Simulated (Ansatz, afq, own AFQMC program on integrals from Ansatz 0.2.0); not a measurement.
# SiH3+ (triplet): quantum Monte Carlo beside coupled cluster at distance Si1–H3 = 3.651 Å, 6-31G, part 2 of 2

Ansatz 0.2.0, Gaussian basis, and an in-house AFQMC program (afq) on its integrals; all values are calculated; 6-31G, frozen cores. The steps go on from the part before.

## (12) CCSDT(Q) on UHF

in.yaml reads:

```yaml
crystal:
  periodic: [false, false, false]
  atoms:
    - {symbol: Si, position_ang: [-0.016444, 0.082525, -0.138114]}
    - {symbol: H, position_ang: [-0.016444, -1.210622, -0.882846]}
    - {symbol: H, position_ang: [0.930397, -0.773992, 3.282364]}
    - {symbol: H, position_ang: [-0.455765, -0.314887, 1.448940]}
basis:
  gaussian: {orbitals: 6-31G}
total_charge: 1
magnetization: {spin_polarized: true, initial_magnetization: 2}
correlation: {method: ccsdt_q, electrons: outside_noble_gas}
```

The run is started by

```bash
ansatz run in.yaml --threads 1 --pin off --events-out ev --progress --plain --max-ram 24576MiB --backend cuda --devices 0, --max-vram 18GiB
```

Output:

```text
Functional definition: HF
  name "HF"
  cite "Fock, Z. Phys. 61, 126 (1930) doi:10.1007/BF01340294"
  parent pbe
  exchange = exact_x
  correlation = 0
395 factors; integrals over basis functions are off by at most 5.8e-8 eV
mean field evaluation 1: about -7894.5606 eV, gradient 6.5e0 eV
mean field evaluation 2: about -7894.5622 eV, gradient 6.5e0 eV
mean field evaluation 4: about -7895.6770 eV, gradient 5.0e-1 eV
mean field evaluation 8: about -7895.6878 eV, gradient 9.2e-4 eV
mean field evaluation 16: about -7895.6744 eV, gradient 5.0e-1 eV
mean field evaluation 32: about -7880.9149 eV, gradient 4.4e0 eV
mean field evaluation 64: about -7893.1612 eV, gradient 1.8e-1 eV
mean field -7895.68726602 eV, -290.1611551372 hartree, gradient 2.9e-6 eV, S^2 2.005978; 1 other end points of the search recorded, 0 dependent functions left out
determinant -7895.68726602 eV, -290.1611551372 hartree, with singles and doubles -7897.15548310 eV, -290.2151111196 hartree
determinant -7892.77206888 eV, -290.0540236182 hartree, with singles and doubles -7893.84688930 eV, -290.0935225402 hartree
5 core orbitals not correlated: weight in the atoms' cores, before any rotation towards them, 1.000 or more for the frozen orbitals, at most 0.000 for the correlated occupied ones
reference -7895.68726602 eV, -290.1611551372 hartree; 4, 2 occupied and 10, 12 virtual orbitals, 395 factors
second order -0.97089644 eV of doubles, -0.00000000 eV of singles
cycle   1  -1.27067597 eV  change   -3.0e-1 eV  update   5.4e-2
cycle   2  -1.47985133 eV  change   -2.1e-1 eV  update   2.7e-2
cycle   3  -1.49588751 eV  change   -1.6e-2 eV  update   6.9e-3
cycle   4  -1.49961909 eV  change   -3.7e-3 eV  update   2.2e-3
cycle   5  -1.49888876 eV  change    7.3e-4 eV  update   8.6e-4
cycle   6  -1.49889392 eV  change   -5.2e-6 eV  update   4.6e-4
cycle   7  -1.49914921 eV  change   -2.6e-4 eV  update   2.5e-4
cycle   8  -1.49897039 eV  change    1.8e-4 eV  update   1.7e-4
cycle   9  -1.49900928 eV  change   -3.9e-5 eV  update   1.1e-4
cycle  10  -1.49904754 eV  change   -3.8e-5 eV  update   5.5e-5
cycle  11  -1.49906659 eV  change   -1.9e-5 eV  update   3.1e-5
cycle  12  -1.49904778 eV  change    1.9e-5 eV  update   1.6e-5
cycle  13  -1.49904303 eV  change    4.8e-6 eV  update   8.0e-6
cycle  14  -1.49904925 eV  change   -6.2e-6 eV  update   4.6e-6
cycle  15  -1.49904979 eV  change   -5.5e-7 eV  update   1.9e-6
cycle  16  -1.49904894 eV  change    8.5e-7 eV  update   8.7e-7
cycle  17  -1.49904832 eV  change    6.3e-7 eV  update   4.5e-7
perturbative correction -0.00037008 eV, -0.0000136003 hartree
Total energy: -7897.18668442 eV, -290.2162577471 hartree
```

Run time: 3.7 s. Hardware: 1 × NVIDIA H100 80GB HBM3 with 1 thread of AMD EPYC 7R13 (Zen 3), shared host; peak host memory 1.5 GiB.

From the report: ⟨S²⟩ of the determinant 2.006 (pure triplet: 2.00); correlation -1.4994 eV; T1 0.012; largest double amplitude 0.06.

## (13) CCSDTQ on UHF

Changes to in.yaml since step 12:

```diff
@@ -11,2 +11,2 @@
 magnetization: {spin_polarized: true, initial_magnetization: 2}
-correlation: {method: ccsdt_q, electrons: outside_noble_gas}
+correlation: {method: ccsdtq, electrons: outside_noble_gas}
```

Launched as before.

Output:

```text
Functional definition: HF
  name "HF"
  cite "Fock, Z. Phys. 61, 126 (1930) doi:10.1007/BF01340294"
  parent pbe
  exchange = exact_x
  correlation = 0
395 factors; integrals over basis functions are off by at most 5.8e-8 eV
mean field evaluation 1: about -7894.5606 eV, gradient 6.5e0 eV
mean field evaluation 2: about -7894.5622 eV, gradient 6.5e0 eV
mean field evaluation 4: about -7895.6770 eV, gradient 5.0e-1 eV
mean field evaluation 8: about -7895.6878 eV, gradient 9.2e-4 eV
mean field evaluation 16: about -7895.6744 eV, gradient 5.0e-1 eV
mean field evaluation 32: about -7880.9149 eV, gradient 4.4e0 eV
mean field evaluation 64: about -7893.1612 eV, gradient 1.8e-1 eV
mean field -7895.68726602 eV, -290.1611551372 hartree, gradient 2.9e-6 eV, S^2 2.005978; 1 other end points of the search recorded, 0 dependent functions left out
determinant -7895.68726602 eV, -290.1611551372 hartree, with singles and doubles -7897.15548310 eV, -290.2151111196 hartree
determinant -7892.77206888 eV, -290.0540236182 hartree, with singles and doubles -7893.84688930 eV, -290.0935225402 hartree
5 core orbitals not correlated: weight in the atoms' cores, before any rotation towards them, 1.000 or more for the frozen orbitals, at most 0.000 for the correlated occupied ones
reference -7895.68726602 eV, -290.1611551372 hartree; 4, 2 occupied and 10, 12 virtual orbitals, 395 factors
second order -0.97089644 eV of doubles, -0.00000000 eV of singles
cycle   1  -1.27067634 eV  change   -3.0e-1 eV  update   5.4e-2
cycle   2  -1.48037536 eV  change   -2.1e-1 eV  update   2.7e-2
cycle   3  -1.49619254 eV  change   -1.6e-2 eV  update   7.0e-3
cycle   4  -1.49999504 eV  change   -3.8e-3 eV  update   2.3e-3
cycle   5  -1.49934789 eV  change    6.5e-4 eV  update   8.7e-4
cycle   6  -1.49938111 eV  change   -3.3e-5 eV  update   4.6e-4
cycle   7  -1.49963508 eV  change   -2.5e-4 eV  update   2.5e-4
cycle   8  -1.49943509 eV  change    2.0e-4 eV  update   1.7e-4
cycle   9  -1.49947425 eV  change   -3.9e-5 eV  update   1.0e-4
cycle  10  -1.49951920 eV  change   -4.5e-5 eV  update   5.6e-5
cycle  11  -1.49954074 eV  change   -2.2e-5 eV  update   3.1e-5
cycle  12  -1.49952114 eV  change    2.0e-5 eV  update   1.7e-5
cycle  13  -1.49951581 eV  change    5.3e-6 eV  update   8.2e-6
cycle  14  -1.49952212 eV  change   -6.3e-6 eV  update   4.7e-6
cycle  15  -1.49952260 eV  change   -4.9e-7 eV  update   2.0e-6
cycle  16  -1.49952176 eV  change    8.4e-7 eV  update   9.6e-7
cycle  17  -1.49952114 eV  change    6.2e-7 eV  update   4.9e-7
Total energy: -7897.18678716 eV, -290.2162615226 hartree
```

It took 8 s on 1 × NVIDIA H100 80GB HBM3 with 1 thread of AMD EPYC 7R13 (Zen 3), shared host; peak host memory 1.5 GiB.

From the report: ⟨S²⟩ of the determinant 2.006 (pure triplet: 2.00); correlation -1.4995 eV; T1 0.012; largest double amplitude 0.06.

## (14) Phaseless AFQMC, CISD trial on UHF

It reads the integrals that the CCSD(T) run on this determinant wrote.

The run is started by

```bash
afq ham --method phaseless --trial cisd --walkers 4000 --populations 20 --least-time 60 --time-step 0.005 --steps-per-block 50 --equilibration-blocks 40 --max-blocks 4000 --target-error 0.00029 --factor-cut 1e-05 --start spin_pure --seed 5670 --release-times 0.24,0.51,0.99,1.62,2.4 --release-step 0.03 --release-every 3 --taylor-order 6
```

Output:

```text
orbitals 14  electrons 4 2  factors 76 of 237
reference energy -290.16115421 Eh
CCSD correlation -0.05396443 Eh in 12 cycles, weight of the determinant in the CISD state 0.9488
energy of the start -290.215083 Eh
 block  time / (1/Eh)  mean weight  energy / Eh
     1     0.250  1.0001  -290.214955
     2     0.500  1.0000  -290.215007
     3     0.750  1.0000  -290.215130
     4     1.000  1.0000  -290.215267
     5     1.250  0.9999  -290.215377
     6     1.500  0.9999  -290.215487
     7     1.750  0.9999  -290.215626
     8     2.000  0.9999  -290.215672
     9     2.250  0.9999  -290.215771
    10     2.500  1.0000  -290.215889
    11     2.750  0.9998  -290.215932
    13     3.250  1.0000  -290.215890
    15     3.750  1.0000  -290.216084
    17     4.250  1.0000  -290.216046
    19     4.750  1.0000  -290.215991
    21     5.250  1.0002  -290.216189
    23     5.750  0.9999  -290.216112
    25     6.250  1.0000  -290.216065
    27     6.750  1.0001  -290.216194
    29     7.250  1.0000  -290.216238
    31     7.750  1.0001  -290.216233
    33     8.250  0.9999  -290.216147
    35     8.750  0.9999  -290.216134
    37     9.250  1.0001  -290.216033
    39     9.750  1.0000  -290.216153
    41    10.250  1.0000  -290.216155
    43    10.750  1.0001  -290.216008
    45    11.250  0.9999  -290.216089
    47    11.750  1.0000  -290.216118
    49    12.250  1.0001  -290.216093
    51    12.750  1.0001  -290.216112
    53    13.250  1.0000  -290.216144
    55    13.750  0.9999  -290.216112
    57    14.250  1.0000  -290.216148
    59    14.750  1.0000  -290.216263
    61    15.250  1.0001  -290.216247
    63    15.750  0.9999  -290.216184
    65    16.250  1.0001  -290.216288
    67    16.750  1.0000  -290.216226
    69    17.250  0.9999  -290.216135
    71    17.750  0.9999  -290.216176
    73    18.250  1.0001  -290.216139
    75    18.750  1.0000  -290.216010
    77    19.250  0.9999  -290.216008
    79    19.750  0.9997  -290.216143
    81    20.250  1.0000  -290.216211
    83    20.750  1.0000  -290.216080
    85    21.250  0.9998  -290.216232
    87    21.750  1.0000  -290.216193
    89    22.250  1.0001  -290.216247
error from the spread of 20 populations
released: time / (1/Eh)  energy / Eh  error  mean overlap
  0.24  -290.216186  0.000016  1.0002
  0.51  -290.216185  0.000014  1.0002
  0.99  -290.216208  0.000012  1.0009
  1.62  -290.216225  0.000014  1.0001
  2.40  -290.216260  0.000011  0.9991
energy -290.216151 +/- 0.000016 Eh
```

Run time: 25 s. Hardware: 1 × NVIDIA H100 80GB HBM3 with 2 threads of AMD EPYC 7R13 (Zen 3), shared host; peak host memory 1.5 GiB.

Energy -7897.1838 ± 0.0004 eV. Caveats: constraint bias not in the error.

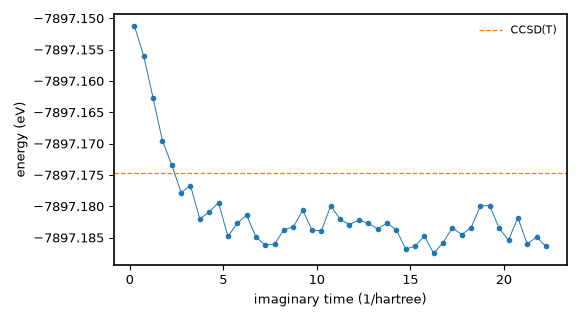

Block energies along the walk.

## (15) Phaseless AFQMC, single-determinant trial on UHF

It reads the integrals that the CCSD(T) run on this determinant wrote.

The run is started by

```bash
afq ham --method phaseless --trial hf --walkers 4000 --populations 20 --least-time 40 --time-step 0.005 --steps-per-block 20 --equilibration-blocks 160 --max-blocks 4000 --target-error 0.00145 --factor-cut 1e-05 --start spin_pure --seed 5759 --taylor-order 6
```

Output:

```text
orbitals 14  electrons 4 2  factors 76 of 237
reference energy -290.16115421 Eh
CCSD correlation -0.05396443 Eh in 12 cycles, weight of the determinant in the CISD state 0.9488
energy of the start -290.161305 Eh
 block  time / (1/Eh)  mean weight  energy / Eh
     1     0.100  1.0002  -290.167725
     2     0.200  1.0002  -290.173190
     3     0.300  1.0002  -290.177817
     4     0.400  1.0001  -290.181822
     5     0.500  1.0003  -290.185715
     6     0.600  1.0002  -290.188624
     7     0.700  1.0001  -290.191470
     8     0.800  1.0001  -290.194428
     9     0.900  1.0002  -290.196323
    10     1.000  1.0001  -290.198497
    13     1.300  1.0001  -290.201865
    19     1.900  1.0001  -290.208246
    25     2.500  0.9998  -290.210221
    31     3.100  0.9999  -290.213225
    37     3.700  1.0001  -290.215209
    43     4.300  1.0001  -290.213970
    49     4.900  1.0000  -290.214664
    55     5.500  0.9999  -290.214583
    61     6.100  1.0000  -290.215560
    67     6.700  1.0000  -290.215124
    73     7.300  1.0000  -290.215618
    79     7.900  1.0001  -290.214438
    85     8.500  1.0000  -290.214049
    91     9.100  0.9999  -290.215204
    97     9.700  1.0000  -290.214515
   103    10.300  1.0000  -290.214832
   109    10.900  0.9999  -290.214805
   115    11.500  1.0000  -290.215826
   121    12.100  1.0001  -290.215691
   127    12.700  0.9999  -290.214579
   133    13.300  1.0001  -290.214860
   139    13.900  1.0001  -290.214222
   145    14.500  1.0000  -290.214759
   151    15.100  1.0002  -290.215738
   157    15.700  0.9999  -290.214046
   163    16.300  1.0001  -290.214667
   169    16.900  1.0000  -290.214648
   175    17.500  1.0001  -290.215387
   181    18.100  1.0000  -290.214032
   187    18.700  1.0001  -290.215834
   193    19.300  0.9999  -290.215399
   199    19.900  1.0001  -290.216052
   205    20.500  1.0001  -290.215587
   211    21.100  0.9998  -290.216068
   217    21.700  1.0000  -290.215505
   223    22.300  1.0000  -290.216040
   229    22.900  0.9999  -290.215633
   235    23.500  1.0000  -290.214321
error from the spread of 20 populations
energy -290.215351 +/- 0.000286 Eh
```

Run time: 20 s. Hardware: 1 × NVIDIA H100 80GB HBM3 with 2 threads of AMD EPYC 7R13 (Zen 3), shared host; peak host memory 1.5 GiB.

Energy -7897.1620 ± 0.0078 eV. Caveats: constraint bias not in the error.

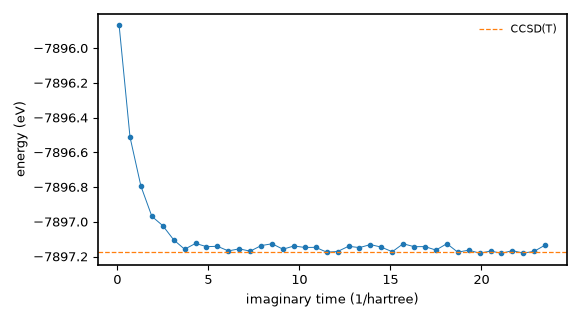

Block energies along the walk.

## (16) Phaseless AFQMC, CISD trial on UHF (settings varied)

It reads the integrals that the CCSD(T) run on this determinant wrote.

The run is started by

```bash
afq ham --method phaseless --trial cisd --walkers 80 --populations 1 --least-time 40 --time-step 0.02 --steps-per-block 25 --equilibration-blocks 12 --max-blocks 80 --target-error 0.00116 --factor-cut 1e-05 --start spin_pure --seed 4201 --taylor-order 6
```

Output:

```text
orbitals 14  electrons 4 2  factors 76 of 237
reference energy -290.16115421 Eh
CCSD correlation -0.05396443 Eh in 12 cycles, weight of the determinant in the CISD state 0.9488
energy of the start -290.215083 Eh
 block  time / (1/Eh)  mean weight  energy / Eh
     1     0.500  1.0002  -290.214980
     2     1.000  0.9986  -290.215243
     3     1.500  0.9983  -290.215696
     4     2.000  1.0037  -290.215992
     5     2.500  0.9955  -290.216705
     6     3.000  1.0004  -290.215936
     7     3.500  1.0044  -290.215981
     8     4.000  0.9990  -290.215756
     9     4.500  0.9984  -290.215691
    10     5.000  0.9973  -290.215651
    11     5.500  1.0001  -290.215783
    13     6.500  0.9961  -290.215638
    15     7.500  1.0017  -290.215703
    17     8.500  0.9984  -290.215822
    19     9.500  1.0003  -290.215855
    21    10.500  0.9984  -290.215558
    23    11.500  1.0003  -290.216235
    25    12.500  1.0032  -290.215783
    27    13.500  0.9945  -290.216301
    29    14.500  1.0027  -290.216925
    31    15.500  1.0003  -290.216049
    33    16.500  1.0013  -290.215812
    35    17.500  0.9995  -290.215619
    37    18.500  1.0015  -290.216283
    39    19.500  1.0016  -290.216205
    41    20.500  1.0009  -290.215789
    43    21.500  1.0013  -290.215750
    45    22.500  0.9969  -290.215948
    47    23.500  1.0006  -290.216468
    49    24.500  1.0022  -290.216332
    51    25.500  0.9994  -290.215075
    53    26.500  1.0012  -290.215644
    55    27.500  0.9968  -290.215508
    57    28.500  1.0016  -290.215639
    59    29.500  1.0032  -290.216778
    61    30.500  1.0016  -290.216440
    63    31.500  1.0023  -290.216166
    65    32.500  0.9978  -290.215452
    67    33.500  0.9998  -290.215785
    69    34.500  0.9980  -290.215488
    71    35.500  0.9976  -290.216861
    73    36.500  1.0037  -290.215547
    75    37.500  1.0023  -290.215141
    77    38.500  0.9973  -290.215913
    79    39.500  1.0028  -290.217001
    81    40.500  1.0014  -290.216252
    83    41.500  0.9984  -290.216277
    85    42.500  1.0012  -290.214535
    87    43.500  1.0019  -290.215697
    89    44.500  0.9983  -290.216860
    91    45.500  0.9999  -290.216417
blocks merged  error / Eh  count
     1  0.000057  80
     2  0.000067  40
     4  0.000083  20
     8  0.000063  10
energy -290.215988 +/- 0.000083 Eh
```

Run time: 12 s. Hardware: 1 × NVIDIA H100 80GB HBM3 with 2 threads of AMD EPYC 7R13 (Zen 3), shared host; peak host memory 1.5 GiB.

Energy -7897.1793 ± 0.0023 eV. Caveats: constraint bias not in the error.

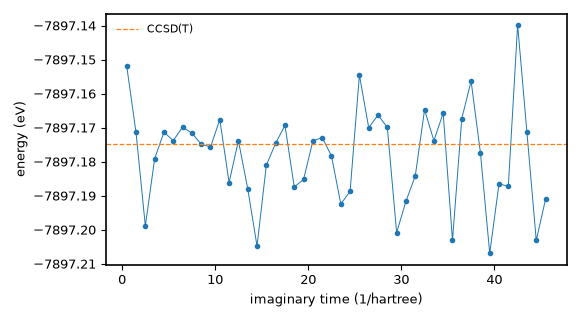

Block energies along the walk.

## (17) All levels side by side

The full CI on restricted orbitals is not used as the yardstick for these unrestricted rows.

On the UHF determinant, counted from CCSDTQ (a yardstick, not exact):

```
                                                              level  energy (eV)  from CCSDTQ (meV)  statistical error (meV)  time
                                                                 HF   -7895.6872            +1499.5                               
                                                                MP2   -7896.6581             +528.7                               
                                                               CCSD   -7897.1557              +31.1                               
                                                            CCSD(T)   -7897.1747              +12.1                               
                                                           CCSDT(Q)   -7897.1867               +0.1                               
                                                             CCSDTQ   -7897.1868                0.0                               
              Phaseless AFQMC, CISD trial, step 0.005, 4000 walkers   -7897.1838               +3.0                      0.4  25 s
Phaseless AFQMC, single-determinant trial, step 0.005, 4000 walkers   -7897.1620              +24.8                      7.8  20 s
                 Phaseless AFQMC, CISD trial, step 0.02, 80 walkers   -7897.1793               +7.4                      2.3  12 s
```

The functionals' totals stand on their own zeros and serve differences with other points: PBE -7906.989 eV; r2SCAN -7910.257 eV; PBE0 -7907.662 eV; B3LYP -7911.783 eV; wB97M-V -7910.114 eV; B2PLYP -7907.218 eV.

## (18) Summary of results

The summary covers parts 1 to 2.

| quantity | value |
| --- | --- |
| CCSD(T) on UHF from CCSDTQ | +12.1 meV |
| Phaseless AFQMC, CISD trial on UHF from CCSDTQ | +3.0 ± 0.4 meV |
| Phaseless AFQMC, single-determinant trial on UHF from CCSDTQ | +24.8 ± 7.8 meV |

On UHF the phaseless walk with the CISD trial lies +3.0 meV from CCSDTQ, 7 times its error bar. Error bars are statistical and leave out the constraint, the time step and what remains of the start.
